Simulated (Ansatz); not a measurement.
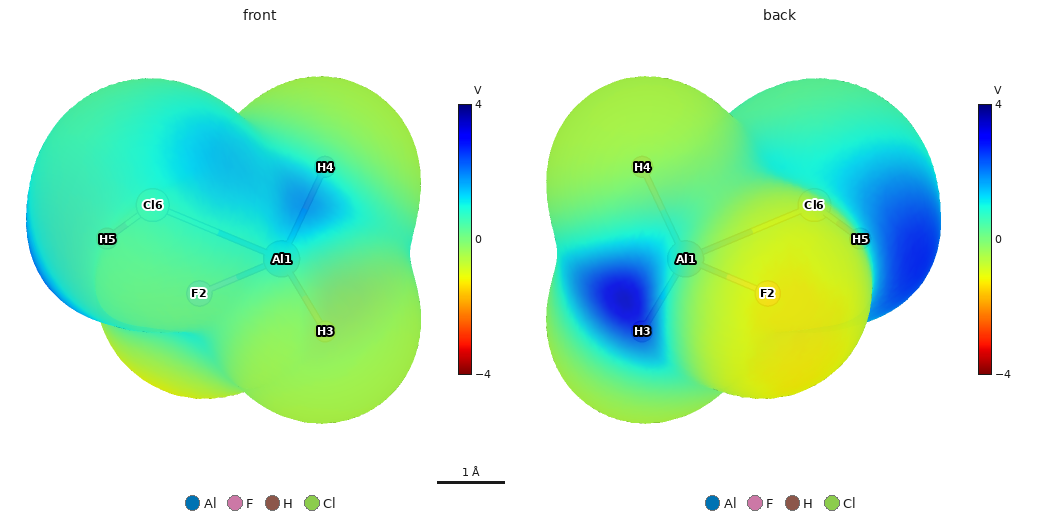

Figure 1: AlClFH3. The molecular electrostatic potential painted on the density surface at 0.002 e/bohr³, seen from the front and from behind; the colour scale runs from red (negative) to blue (positive).

The reactant side of a reaction path; geometry: PBE0-D4/def2-TZVP.

All numbers below come from RKS PBE0-D4/def2-TZVPP in Ansatz.

```
atom    x (Å)    y (Å)    z (Å)
  Al  -0.6634   0.3267  -0.3467
   F  -0.9733  -0.5771   1.0293
   H  -0.8893  -0.4036  -1.7275
   H  -0.5839   1.8910  -0.1522
   H   1.2731  -0.9214   1.0934
  Cl   1.8369  -0.3155   0.1037
```

Q: Which sites attract a positive test charge, and which a negative one?

A: A positive charge is drawn to the negative regions and a negative charge to the positive ones. The most negative region (about −1.3 V, or −30 kcal/mol for a unit charge) lies over F2, the most positive (about +3.0 V, or +69 kcal/mol for a unit charge) over Al1.
